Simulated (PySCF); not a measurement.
## Electronic structure of C₃H₁₃NO₃Si₂ ((OMe)3Si-NH-SiH3) in real space

Input

```
{"job": {"kind": "nmr", "xc": "PBE0", "basis": "pcSseg-1"}, "charge": 0, "multiplicity": 1}
Si    -0.204328    -0.420883     0.034329
O     -0.382097    -2.014524    -0.331646
C     -1.430600    -2.543407    -1.100022
O      0.317214     0.529366    -1.213319
C      1.590885     0.469527    -1.792569
O     -1.706765     0.151626     0.386624
C     -2.082627     1.497150     0.477474
N      0.949332    -0.401044     1.307828
Si     1.734243     0.961427     2.048835
H     -1.423044    -3.639373    -0.999759
H     -2.410779    -2.165292    -0.764380
H     -1.313789    -2.296269    -2.169955
H      1.748151     1.371810    -2.402911
H      2.392067     0.422836    -1.033085
H      1.696393    -0.412713    -2.447821
H     -1.738133     1.951600     1.424443
H     -3.181340     1.562026     0.453191
H     -1.678024     2.092076    -0.358925
H      1.067095    -1.306779     1.755245
H      1.354306     2.167565     1.256009
H      1.313424     1.159654     3.471476
H      3.224385     0.818581     2.041929
```

Run with:

```sh
OMP_NUM_THREADS=2 python probes_run.py task.json out
```

Geometry: PBE0-D3(BJ)/def2-SVP.

Computed with PBE0/pcSseg-1, SCF density, gas phase, non-relativistic (PySCF).

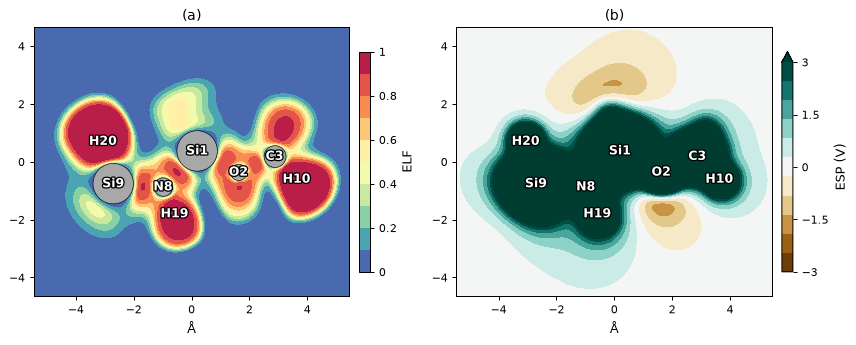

Figure 1. (a) ELF; (b) molecular electrostatic potential on the plane of atoms N8, Si9 and H20. Grey discs cover the atomic cores in the ELF map.

**Describe what can be read from this map.**

- The section cuts through Si, O, C, N and H sites.
- C–O (1.40 Å): the ELF peaks at about 0.90 between the atoms: a polar covalent bond.
- Si–O (1.64 Å): the ELF peaks at about 0.85 between the atoms, as expected for a shared but strongly polarised pair.
- Si–N (1.72 Å): the ELF peaks at about 0.90 between the atoms: a polar covalent bond.
- N–H (1.02 Å): the ELF climbs to about 1 towards the hydrogen, as it does in any bond to H: an ordinary covalent bond to hydrogen.
- C–H (1.10 Å): the ELF climbs to about 1 towards the hydrogen: an ordinary covalent bond to hydrogen.
- The ELF also peaks beside O2, away from the bonds: lone-pair regions.
- Outside the dense part of the molecule the potential is most negative (−1.7 V) near O2.

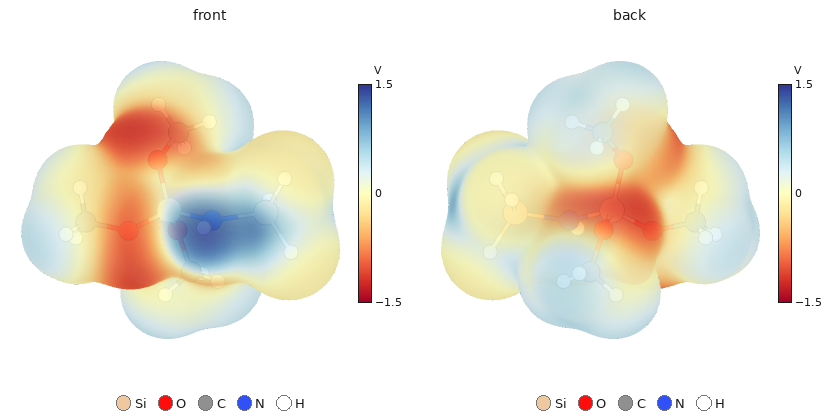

Figure 2. The electrostatic potential painted on the density surface at 0.001 e/bohr³, seen from the front and from behind; red is negative and blue positive.

**Where is the surface potential most negative and most positive?**

The most negative region (about −1.2 V) lies over O4 and O6, the most positive (about +1.3 V) over H19.

**How polar is the molecule by this calculation?**

Its dipole moment is 0.51 D.
